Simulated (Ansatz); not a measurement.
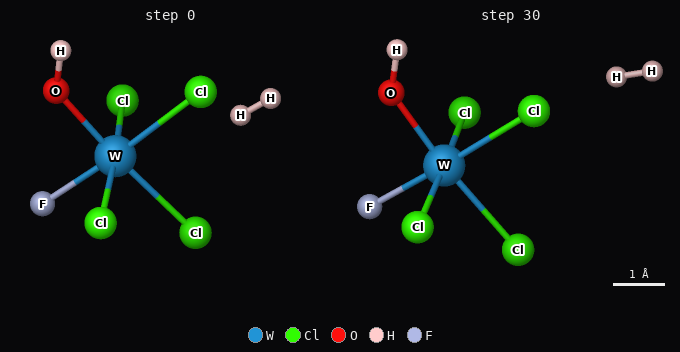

The structure of WH₃OCl₄F before (left) and after (right) a relaxation, at one scale.

The picture is a ball-and-stick view, seen at a tilt.

The run prepares an end point of a later path (reaction) calculation, from a guessed geometry.

These are results of RKS PBE/def2-SVP in Ansatz 0.2.0, not measurements. (no spin polarisation; force threshold 0.03 eV/Å; at most 50 steps)

What changed between the two?

Over 24 accepted moves (30 points after the start) the energy falls by 9.50 kcal/mol. The largest force component goes from 1.8 to 0.0063 eV/Å. The line search rejected the trial steps at points 7, 14, 15, 17, 19, 26 of the run. The forces were under the threshold at step 13, but the run went on from there. The atom that moves furthest after the best rigid fit is an H atom (1.20 Å). Largest moves by element: H 1.20 Å, Cl 0.55 Å, W 0.34 Å, F 0.28 Å, O 0.13 Å. Among the contacts that change: H–W 2.945 → 4.394 Å, H–H 0.722 → 0.769 Å, Cl–W 2.371 → 2.334 Å, Cl–W 2.326 → 2.335 Å. Among the angles between lasting bonds that change: W–O–H 135.3° → 138.7°, Cl–W–F 175.1° → 177.8°, Cl–W–Cl 95.3° → 93.0°.

Limits of the set-up: the start holds two separate molecules, 2.5 Å apart at their closest, whose relative position is a soft coordinate and is computed without a dispersion correction.
